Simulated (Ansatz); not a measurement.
**Cs3ICl2: complex band structure**

Wanted: the relaxed cell of Cs3ICl2, its band edges and its decay constants. It is built by putting Cs for Na, I for Br in the Na3BrCl2 structure of space group P-3m1, with the volume rescaled by atomic radii. The parent structure comes from the Materials Project.

Method: r2SCAN DFT, plane waves, PAW files, in the first sound run; inputs show where later runs differ, in Ansatz 0.2.0.

The structure was built from a prototype and need not be the compound's stable phase.

## 1. The structure

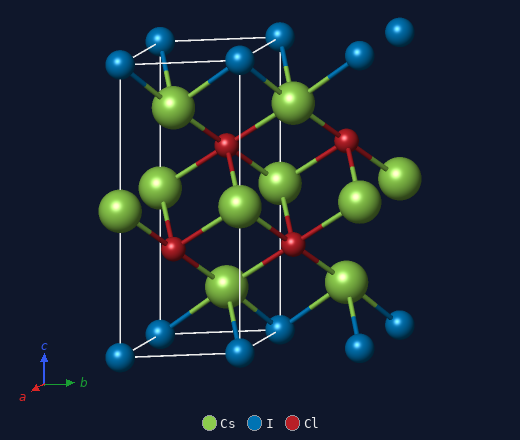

The starting structure, seen slightly off an axis (caesium green, iodine blue, chlorine red). 1×2×1 cells are drawn. Bonds to atoms that aren't drawn are left out. Some periodic images of atoms are drawn too.

## 2. Relaxing the new crystal

The substituted atoms don't fit the parent's cell, so cell and atoms relax together. A small smearing keeps the run stable in case the gap closes on the way.

File input.yaml:

```yaml
crystal:
  lattice:
    - [4.7957272602, 0.0, 0.0]
    - [-2.3978636301, 4.1532216369, 0.0]
    - [0.0, 0.0, 11.7521783405]
  atoms:
    - { symbol: Cs, position: [0.0, 0.0, 0.5] }
    - { symbol: Cs, position: [0.3333333333, 0.6666666667, 0.17809299] }
    - { symbol: Cs, position: [0.6666666667, 0.3333333333, 0.82190701] }
    - { symbol: I, position: [0.0, 0.0, 0.0] }
    - { symbol: Cl, position: [0.3333333333, 0.6666666667, 0.66105673] }
    - { symbol: Cl, position: [0.6666666667, 0.3333333333, 0.33894327] }
kpoints:
  mp_grid: { grid: [6, 6, 2] }
scf:
  occupations: { method: gaussian, width: 0.03 }
hamiltonian:
  xc: r2scan
output:
  forces: true
  stress: true
relax:
  f_tol: 0.02
  max_steps: 60
  cell: {}
```

Command:

```
> ansatz run input.yaml --threads 2 --pin off --max-ram 4096MiB --backend cpu --events-out ev --progress --plain --runs-dir out
```

Numbers of over 12 decimals in the logs are rounded to 6 here.

The log of the run:

```text
Engine: ansatz 0.2.0, aarch64-unknown-linux-gnu
Pseudopotentials: kind: paw
Pseudopotential: Cs, paw, valence charge 9, recommended cutoff 500 eV (meta_gga), Cs.paw.azcp
Pseudopotential: I, paw, valence charge 17, recommended cutoff 500 eV (meta_gga), I.paw.azcp
Pseudopotential: Cl, paw, valence charge 7, recommended cutoff 500 eV (meta_gga), Cl.paw.azcp
Functional definition: r2SCAN
  parameter k0 = 0.174
  parameter k1 = 0.065
  parameter a1 = 4.9479
  exchange = r2scan_x(k0 = k0, k1 = k1, a1 = a1)
  correlation = r2scan_c
Crystal: 6 atoms, lattice volume = 234.077 Å³
Basis set: ecut = 500 eV, 5977 PW (Γ), exchange–correlation on 144×144×360 points (64 copies of the dense FFT grid, shifted against one another)
Bands: 35, of which v1, the nominal top of the filled ones, is band 29 counted from 1 (28 counted from 0)
Symmetry: 12 space group operations
Space group: P-3m1 (ITA 164), of the structure as read, at distance tolerance 6.2e-5 Å
k-points: 14 of 72
Non-local potential: Cs, projectors of the file, l = 0: 3, l = 1: 2, l = 2: 2, l = 3: 2
Non-local potential: I, projectors of the file, l = 0: 2, l = 1: 2, l = 2: 2, l = 3: 2
Non-local potential: Cl, projectors of the file, l = 0: 2, l = 1: 2, l = 2: 2
PAW form: soft (Blöchl's): semilocal exchange-correlation on the pseudo side does not see the compensation charge
PAW frozen core: Cs, regenerated for the run's functional (the file was generated under x = pbe(κ = 0.804, μ = 0.219515), c = pbe(β = 0.066725))
PAW frozen core: I, regenerated for the run's functional (the file was generated under x = pbe(κ = 0.804, μ = 0.219515), c = pbe(β = 0.066725))
PAW frozen core: Cl, regenerated for the run's functional (the file was generated under x = pbe(κ = 0.804, μ = 0.219515), c = pbe(β = 0.066725))
PAW one-centre angular grid: Cs, 302 points (default); XC on 160 Gauss nodes
PAW one-centre angular grid: I, 590 points (default); XC on 160 Gauss nodes
PAW one-centre angular grid: Cl, 302 points (default); XC on 160 Gauss nodes
Initial density: superposition of atomic densities (neutral atoms: chi_scale 0, normalization atom), corrected by the library's trained network
Initial wavefunctions: pseudopotential atomic-orbital guess
Functional: x = r2scan, c = r2scan; τ floored in thin density (d = 2e-4 eV/Å³)
SCF iter   1: F=—  HF=-26764.515938 eV  |F-HF|=—  |Δ(HF+E_count)|=         —  Δρ=3.33e-3  dr2=2.18e-2  dr2_τ=5.22e-3  ethr=1.77e-3  ⟨swp⟩=13.5  Hψ=2965  notcnv=0
preconditioner: auto → Resta (q_TF=auto, 2.162 Å⁻¹)  ε∞=2.9  [insulator: Δε(μ)=4.905 eV  Ē_g=11.557 eV  σ=0.030 eV  W_gap=1.00  n_scr=38 (ndim 8)  ℏωp=15.7 eV  f_vac=0.074  D(μ)=0.00/eV (n_scr^D=0)  ε∞_Penn≈2.9]
SCF iter   2: F=—  HF=-26764.585421 eV  |F-HF|=—  |Δ(HF+E_count)|=   6.95e-2  Δρ=1.66e-3  dr2=5.15e-3  dr2_τ=2.64e-4  ethr=3.75e-5  ⟨swp⟩=3.6  Hψ=1079  notcnv=0  defer=19
SCF iter   3: F=—  HF=-26764.584446 eV  |F-HF|=—  |Δ(HF+E_count)|=   9.76e-4  Δρ=3.01e-4  dr2=1.34e-4  dr2_τ=5.14e-5  ethr=8.87e-6  ⟨swp⟩=2.0  Hψ=872  notcnv=0  defer=19
SCF iter   4: F=—  HF=-26764.584564 eV  |F-HF|=—  |Δ(HF+E_count)|=   1.18e-4  Δρ=8.95e-5  dr2=1.40e-5  dr2_τ=1.21e-6  ethr=2.32e-7  ⟨swp⟩=2.0  Hψ=796  notcnv=0  defer=19
SCF iter   5: F=—  HF=-26764.584651 eV  |F-HF|=—  |Δ(HF+E_count)|=   8.70e-5  Δρ=1.52e-5  dr2=5.28e-7  dr2_τ=1.76e-8  ethr=2.41e-8  ⟨swp⟩=2.0  Hψ=777  notcnv=0  defer=19
SCF iter   6: F=-26764.584652 eV  HF=-26764.584652 eV  |F-HF|=4.07e-8  |Δ(HF+E_count)|=   6.38e-7  Δρ=3.55e-6  dr2=3.22e-8  dr2_τ=1.50e-9  ethr=1.72e-10  ⟨swp⟩=5.0  Hψ=1944  notcnv=0
SCF 1 converged in 6 iterations: F = -26764.584652 eV  dr2 = 3.22e-8
  greatest PAW one-centre occupation: 0.999 electrons in one spin orbital (limit 2), on the I atom at site 3 (counted from 0), in its partial waves of l = 2
relax step   1: F+E_penalty+E_count = -26764.58465182 eV  Δ(F+E_penalty+E_count) = +0.000e0 eV  max|allowed force component| = 7.521e-1 eV/Å  Δτ_max = 0.0000 Å  P = +4.598 GPa  Ω = 234.077 Å³  (6 SCF iters, dr2 threshold 1.00e-7 eV, accepted)
Crystal: 6 atoms, lattice volume = 263.433 Å³
Basis set: ecut = 500 eV, 6675 PW (Γ), exchange–correlation on 144×144×360 points (64 copies of the dense FFT grid, shifted against one another)
Initial density: handed on by an earlier stage of this run
Initial wavefunctions: those handed on with the density
iter 1 solved again at ethr=3.72e-4 eV; its pass at ethr=3.10e-3 eV (dr2=2.16e-1 eV) is discarded
SCF iter   1: F=—  HF=-26764.425960 eV  |F-HF|=—  |Δ(HF+E_count)|=         —  Δρ=6.23e-3  dr2=2.15e-1  dr2_τ=4.04e-1  ethr=3.72e-4  ⟨swp⟩=1.7  Hψ=3149  notcnv=0
automatic band count: iteration 1 solves 33 bands in place of 35: the levels show a gap, and the empty bands left out lie too high to hold charge; the band table lists the bands solved (type scf.n_extra_bands for more)
preconditioner: auto → Resta (q_TF=auto, 2.120 Å⁻¹)  ε∞=2.8  [insulator: Δε(μ)=4.299 eV  Ē_g=10.956 eV  σ=0.030 eV  W_gap=1.00  n_scr=50 (ndim 8)  ℏωp=14.8 eV  f_vac=0.114  D(μ)=0.00/eV (n_scr^D=0)  ε∞_Penn≈2.8]
SCF iter   2: F=—  HF=-26765.212432 eV  |F-HF|=—  |Δ(HF+E_count)|=   7.86e-1  Δρ=2.37e-3  dr2=2.09e-2  dr2_τ=1.51e-3  ethr=3.71e-4  ⟨swp⟩=4.4  Hψ=983  notcnv=0  defer=1
SCF iter   3: F=—  HF=-26765.210505 eV  |F-HF|=—  |Δ(HF+E_count)|=   1.93e-3  Δρ=9.09e-4  dr2=2.82e-3  dr2_τ=1.30e-4  ethr=3.61e-5  ⟨swp⟩=2.7  Hψ=853  notcnv=0
SCF iter   4: F=—  HF=-26765.211610 eV  |F-HF|=—  |Δ(HF+E_count)|=   1.11e-3  Δρ=2.38e-4  dr2=2.09e-4  dr2_τ=7.37e-6  ethr=4.87e-6  ⟨swp⟩=2.1  Hψ=792  notcnv=0
SCF iter   5: F=—  HF=-26765.211887 eV  |F-HF|=—  |Δ(HF+E_count)|=   2.77e-4  Δρ=5.05e-5  dr2=1.01e-5  dr2_τ=5.53e-7  ethr=3.61e-7  ⟨swp⟩=2.0  Hψ=786  notcnv=0
SCF iter   6: F=—  HF=-26765.211896 eV  |F-HF|=—  |Δ(HF+E_count)|=   9.09e-6  Δρ=1.28e-5  dr2=6.23e-7  dr2_τ=1.37e-8  ethr=1.73e-8  ⟨swp⟩=2.0  Hψ=734  notcnv=0
SCF iter   7: F=-26765.211896 eV  HF=-26765.211896 eV  |F-HF|=1.90e-8  |Δ(HF+E_count)|=   4.21e-7  Δρ=3.08e-6  dr2=4.34e-8  dr2_τ=1.02e-9  ethr=1.03e-9  ⟨swp⟩=5.0  Hψ=1769  notcnv=0
SCF 2 converged in 7 iterations: F = -26765.211896 eV  dr2 = 4.34e-8
  greatest PAW one-centre occupation: 0.998 electrons in one spin orbital (limit 2), on the I atom at site 3 (counted from 0), in its partial waves of l = 2
relax step   2: F+E_penalty+E_count = -26765.21189650 eV  Δ(F+E_penalty+E_count) = -6.272e-1 eV  max|allowed force component| = 9.066e-2 eV/Å  Δτ_max = 0.1968 Å  P = +1.283 GPa  Ω = 263.433 Å³  energy of the carried Pulay correction = -1.497e-3 eV  (7 SCF iters, dr2 threshold 6.00e-7 eV, accepted)
Crystal: 6 atoms, lattice volume = 279.841 Å³
Basis set: ecut = 500 eV, 7173 PW (Γ), exchange–correlation on 144×144×360 points (64 copies of the dense FFT grid, shifted against one another)
iter 1 solved again at ethr=3.43e-5 eV; its pass at ethr=3.10e-3 eV (dr2=1.99e-2 eV) is discarded
SCF iter   1: F=—  HF=-26765.107807 eV  |F-HF|=—  |Δ(HF+E_count)|=         —  Δρ=1.78e-3  dr2=2.10e-2  dr2_τ=3.88e-2  ethr=3.43e-5  ⟨swp⟩=3.0  Hψ=3097  notcnv=0
automatic band count: iteration 1 solves 33 bands in place of 35: the levels show a gap, and the empty bands left out lie too high to hold charge; the band table lists the bands solved (type scf.n_extra_bands for more)
preconditioner: auto → Resta (q_TF=auto, 2.099 Å⁻¹)  ε∞=2.7  [insulator: Δε(μ)=4.576 eV  Ē_g=10.977 eV  σ=0.030 eV  W_gap=1.00  n_scr=50 (ndim 8)  ℏωp=14.4 eV  f_vac=0.127  D(μ)=0.00/eV (n_scr^D=0)  ε∞_Penn≈2.7]
SCF iter   2: F=—  HF=-26765.291997 eV  |F-HF|=—  |Δ(HF+E_count)|=   1.84e-1  Δρ=7.47e-4  dr2=3.62e-3  dr2_τ=9.83e-5  ethr=3.43e-5  ⟨swp⟩=4.1  Hψ=933  notcnv=0
SCF iter   3: F=—  HF=-26765.291123 eV  |F-HF|=—  |Δ(HF+E_count)|=   8.75e-4  Δρ=2.59e-4  dr2=2.35e-4  dr2_τ=1.09e-5  ethr=6.24e-6  ⟨swp⟩=2.8  Hψ=793  notcnv=0
SCF iter   4: F=—  HF=-26765.291352 eV  |F-HF|=—  |Δ(HF+E_count)|=   2.29e-4  Δρ=6.34e-5  dr2=1.89e-5  dr2_τ=5.52e-7  ethr=4.04e-7  ⟨swp⟩=2.0  Hψ=809  notcnv=0
SCF iter   5: F=—  HF=-26765.291372 eV  |F-HF|=—  |Δ(HF+E_count)|=   2.04e-5  Δρ=1.92e-5  dr2=1.68e-6  dr2_τ=4.92e-8  ethr=3.26e-8  ⟨swp⟩=2.1  Hψ=856  notcnv=0
SCF iter   6: F=-26765.291373 eV  HF=-26765.291373 eV  |F-HF|=1.36e-7  |Δ(HF+E_count)|=   1.17e-6  Δρ=5.01e-6  dr2=1.22e-7  dr2_τ=3.86e-9  ethr=1.03e-9  ⟨swp⟩=5.0  Hψ=1808  notcnv=0
SCF 3 converged in 6 iterations: F = -26765.291373 eV  dr2 = 1.22e-7
relax step   3: F+E_penalty+E_count = -26765.29137347 eV  Δ(F+E_penalty+E_count) = -7.948e-2 eV  max|allowed force component| = 4.900e-2 eV/Å  Δτ_max = 0.0368 Å  P = +0.313 GPa  Ω = 279.841 Å³  energy of the carried Pulay correction = -2.259e-3 eV  (6 SCF iters, dr2 threshold 6.00e-7 eV, accepted)
[...]
relax step   4: F+E_penalty+E_count = -26765.29793370 eV  Δ(F+E_penalty+E_count) = -6.560e-3 eV  max|allowed force component| = 9.913e-3 eV/Å  Δτ_max = 0.0126 Å  P = +0.050 GPa  Ω = 285.224 Å³  energy of the carried Pulay correction = -2.499e-3 eV  (6 SCF iters, dr2 threshold 2.73e-7 eV, accepted)
[...]
relax step   5: F+E_penalty+E_count = -26765.29810863 eV  Δ(F+E_penalty+E_count) = -1.749e-4 eV  max|allowed force component| = 1.022e-3 eV/Å  Δτ_max = 0.0044 Å  P = +0.002 GPa  Ω = 286.248 Å³  energy of the carried Pulay correction = -2.544e-3 eV  (6 SCF iters, dr2 threshold 6.70e-9 eV, accepted)
Basis set: ecut = 500 eV, 7281 PW (Γ), exchange–correlation on 160×160×384 points (64 copies of the dense FFT grid, shifted against one another)
Initial wavefunctions: pseudopotential atomic-orbital guess (no wavefunctions were taken with the density)
iter 1 solved again at ethr=1.76e-7 eV; its pass at ethr=3.10e-3 eV (dr2=1.02e-4 eV) is discarded
SCF iter   1: F=—  HF=-26765.295362 eV  |F-HF|=—  |Δ(HF+E_count)|=         —  Δρ=2.11e-4  dr2=8.99e-6  dr2_τ=1.77e-5  ethr=1.76e-7  ⟨swp⟩=3.9  Hψ=4418  notcnv=0
preconditioner: auto → Resta (q_TF=auto, 2.091 Å⁻¹)  ε∞=2.6  [insulator: Δε(μ)=4.430 eV  Ē_g=11.301 eV  σ=0.030 eV  W_gap=1.00  n_scr=50 (ndim 8)  ℏωp=14.2 eV  f_vac=0.127  D(μ)=0.00/eV (n_scr^D=0)  ε∞_Penn≈2.6]
SCF iter   2: F=—  HF=-26765.300563 eV  |F-HF|=—  |Δ(HF+E_count)|=   5.20e-3  Δρ=1.06e-4  dr2=1.83e-6  dr2_τ=1.15e-5  ethr=1.55e-8  ⟨swp⟩=2.7  Hψ=914  notcnv=0
SCF iter   3: F=—  HF=-26765.300681 eV  |F-HF|=—  |Δ(HF+E_count)|=   1.18e-4  Δρ=4.03e-5  dr2=3.06e-7  dr2_τ=1.60e-6  ethr=3.16e-9  ⟨swp⟩=2.0  Hψ=896  notcnv=0
SCF iter   4: F=—  HF=-26765.300679 eV  |F-HF|=—  |Δ(HF+E_count)|=   2.79e-6  Δρ=3.86e-6  dr2=1.25e-8  dr2_τ=9.11e-9  ethr=5.28e-10  ⟨swp⟩=2.0  Hψ=807  notcnv=0
SCF iter   5: F=—  HF=-26765.300679 eV  |F-HF|=—  |Δ(HF+E_count)|=   2.39e-8  Δρ=6.51e-7  dr2=1.49e-9  dr2_τ=3.13e-10  ethr=2.15e-11  ⟨swp⟩=2.0  Hψ=784  notcnv=0
SCF iter   6: F=—  HF=-26765.300679 eV  |F-HF|=—  |Δ(HF+E_count)|=  7.28e-10  Δρ=1.93e-7  dr2=2.68e-10  dr2_τ=7.19e-12  ethr=2.56e-12  ⟨swp⟩=2.0  Hψ=796  notcnv=0
SCF iter   7: F=—  HF=-26765.300679 eV  |F-HF|=—  |Δ(HF+E_count)|=  1.42e-10  Δρ=1.04e-7  dr2=7.89e-11  dr2_τ=2.23e-12  ethr=1.00e-12  ⟨swp⟩=5.0  Hψ=1739  notcnv=0
SCF iter   8: F=-26765.300679 eV  HF=-26765.300679 eV  |F-HF|=3.64e-12  |Δ(HF+E_count)|=  2.55e-11  Δρ=3.02e-8  dr2=7.91e-12  dr2_τ=5.53e-14  ethr=1.00e-12  ⟨swp⟩=5.0  Hψ=1615  notcnv=0
SCF 6 converged in 8 iterations: F = -26765.300679 eV  dr2 = 7.91e-12
relax step   6: F+E_penalty+E_count = -26765.30067855 eV  Δ(F+E_penalty+E_count) = -2.570e-3 eV  max|allowed force component| = 1.019e-3 eV/Å  Δτ_max = 0.0000 Å  P = +0.002 GPa  Ω = 286.248 Å³  stress off target by 3.62e-3 GPa  SCF on the basis re-selected at this cell (its energy is not comparable with the rows above)  (8 SCF iters)
basis re-selected at this cell: Δ(F+E_penalty+E_count) = -2.570e-3 eV, ΔP = -0.000 GPa vs the last step (what re-selecting the basis moved, of the pressure what is left beyond the Pulay correction that the steps carried, after the strain that the cell walked since its last selection, with what the two solves' SCF thresholds leave and, on support functions, any second-order correction that the steps lacked; it is no measure of the basis error at this ecutwfc). The dense FFT grid was sized anew with the basis: this SCF ran on 40×40×96 points, the steps before it on 36×36×90, so part of this shift can come from that change (see relax.cell in the input reference). [rest of the remark cut]
SCF converged after 8 iterations
Free energy (F): -26765.300679 eV
Harris-Foulkes:  -26765.300679 eV  (|F-HF|=3.64e-12)
Internal energy: -26765.300679 eV  (E = F + TS)
E sigma→0 (E₀):  -26765.300679 eV
Fermi energy:    4.016486 eV
--- Per-component energies (eV) ---
  E_band       = -669.297656
  E_kinetic    = 939.110082
  E_local      = -3936.440784  (includes V_loc(G=0)·N_el)
  E_nonlocal   = 54.147513
  E_hartree    = 1767.990743
  E_xc         = -819.343029
  E_vxc        = -826.470556  (∫ρ·V_xc dr)
  E_paw        = -21452.391863  (= ΣΔE_a)
  E_vpaw       = -478.858053  (= ΣTr[D̂ρ^β])
  E_aug_tail   = 0.000045  (compensation charges beyond the density's cutoff)
  E_vtau       = 43.232455  (kinetic-family band-sum trace: ∫τ·v_τ [+ j·A + Jᵃ·Aᵃ] dr)
  E_ewald      = -3318.323263
  E_core_change = -0.050123  (= ΣΔE_core)
  E_smearing   = -0.000000  (= −TS)
  E_closure    = -0.000000  (closes the sum)
  Σ components = -26765.300679   (vs F -26765.300679, Δ=0.00e0)
--- Forces (eV/Å), atoms counted from 1 ---
  atom   1  Cs    -0.00000000    -0.00000000     0.00000000
  atom   2  Cs     0.00000000    -0.00000000     0.00100209
  atom   3  Cs     0.00000000     0.00000000    -0.00100209
  atom   4  I     -0.00000000    -0.00000000     0.00000000
  atom   5  Cl     0.00000000     0.00000000     0.00101931
  atom   6  Cl     0.00000000    -0.00000000    -0.00101931
  max |Σ_I F_I| component: 5.78e-19 eV/Å
--- Stress (GPa, compression-positive) ---
        0.003622       0.000000       0.000000
        0.000000       0.003622       0.000000
        0.000000       0.000000      -0.000184
  P = ⅓ Tr σ = 0.0024 GPa (0.024 kbar)
--- Relaxed structure (5 steps of the walk, 5 accepted, 1 SCFs on fresh bases) ---
  F+E_penalty+E_count = -26765.30067855 eV   max|allowed force component| = 1.019e-3 eV/Å   (the final SCF, on the basis selected at the relaxed cell)
  cell:  # Å, volume = 286.2480 Å³
    - [5.122504, 0, 4.968536576802103e-17]
    - [-2.561252, 4.436219, -2.4842682884010516e-17]
    - [1.217565653219099e-16, 0, 12.596423]
  atoms:
    - { symbol: Cs, position: [0.0, 0, 0.5] }
    - { symbol: Cs, position: [0.333333, 0.666667, 0.193151] }
    - { symbol: Cs, position: [0.666667, 0.333333, 0.806849] }
    - { symbol: I, position: [0, 0, -6.273368697524176e-19] }
    - { symbol: Cl, position: [0.333333, 0.666667, 0.653195] }
    - { symbol: Cl, position: [0.666667, 0.333333, 0.346805] }
```

It took 43 s on 2 threads of Arm Neoverse V2, shared host; peak memory 1.2 GiB; 85 s of CPU time.

Step by step:

```tsv
step	energy less that of the first step (eV)	largest force component (eV/Å)	pressure (GPa)	volume (Å³)
1	0.0000	0.7521	4.60	234.08
2	-0.6272	0.0907	1.28	263.43
3	-0.7067	0.0490	0.31	279.84
4	-0.7133	0.0099	0.05	285.22
5	-0.7135	0.0010	0.00	286.25
6*	-0.7160	0.0010	0.00	286.25
```

Relaxation steps marked * repeat the geometry before them on a plane-wave basis chosen anew for their cell, so energy and pressure can jump there.

The run keeps the 12 symmetry operations that it works with, so distortions that break them were not tested.

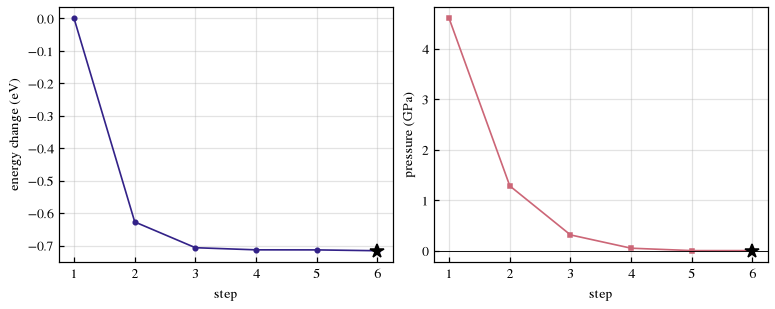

Energy and pressure along the relaxation. Stars mark steps on a basis chosen anew.

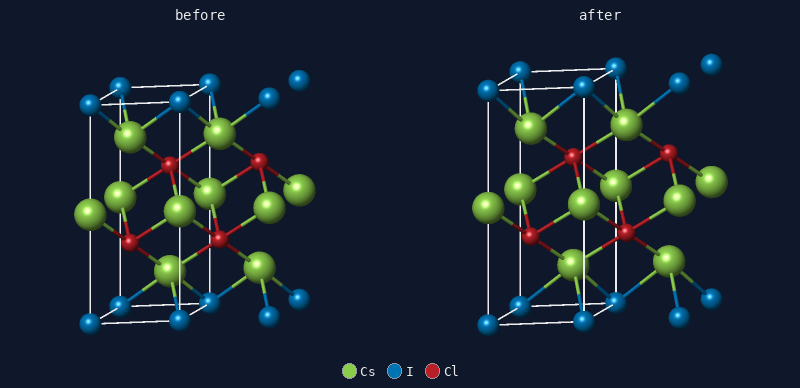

Before and after, at one scale. Bonds to atoms that aren't drawn are left out.

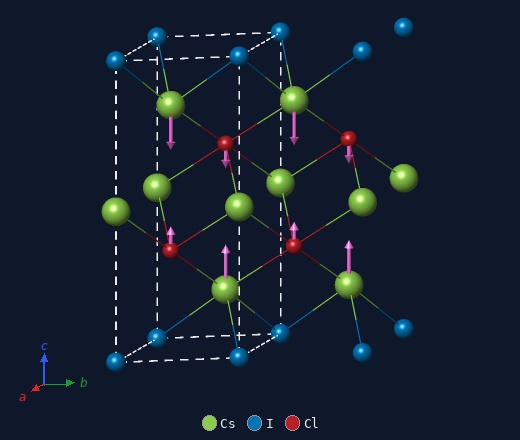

Displacements in the relaxation, exaggerated, measured against the changing cell; the longest in the cell stands for 0.19 Å. Bonds to atoms that aren't drawn are left out. 1×2×1 cells are drawn. Some periodic images of atoms are drawn too.

```tsv
conventional cell, symmetrised	before	after	change
a (Å)	4.796	5.123	+6.8 %
b (Å)	4.796	5.123	+6.8 %
c (Å)	11.752	12.596	+7.2 %
volume (Å³/atom)	39.01	47.71	+22.3 %
```

The atoms that moved most (Å, as changes of fractional coordinates times the final cell):

```tsv
atom	dx	dy	dz	length
Cs2	0.000	0.000	0.190	0.190
Cs3	0.000	0.000	-0.190	0.190
Cl6	0.000	0.000	0.099	0.099
Cl5	0.000	0.000	-0.099	0.099
```

The relaxed structure:

```cif
data_structure
_symmetry_space_group_name_H-M 'P 1'
_symmetry_Int_Tables_number 1
_cell_length_a 5.1225
_cell_length_b 5.1225
_cell_length_c 12.5964
_cell_angle_alpha 90.000
_cell_angle_beta 90.000
_cell_angle_gamma 120.000
_cell_volume 286.25
loop_
_atom_site_label
_atom_site_type_symbol
_atom_site_fract_x
_atom_site_fract_y
_atom_site_fract_z
_atom_site_occupancy
Cs1 Cs 0.00000 0.00000 0.50000 1
Cs2 Cs 0.33333 0.66667 0.19315 1
Cs3 Cs 0.66667 0.33333 0.80685 1
I4 I 0.00000 0.00000 0.00000 1
Cl5 Cl 0.33333 0.66667 0.65320 1
Cl6 Cl 0.66667 0.33333 0.34680 1
```

This step gave:

| Item | Value |
| --- | --- |
| free energy | -26765.3007 eV |
| Fermi energy | 4.016 eV |
| pressure | 0.002353 GPa |

The largest force component on a free atom ends at 0.0010 eV/Å.

[end of part 1 of 2]

[Logs are printed without paths, hosts, clocks, repeated set-up lines and the standing remarks that a program may print on its own settings, such as how far it seeks lower states.]

[Hosts, paths, dates, database ids (printed as entryN), source tags and the programs' standing remarks are cut or masked in the printed files.]
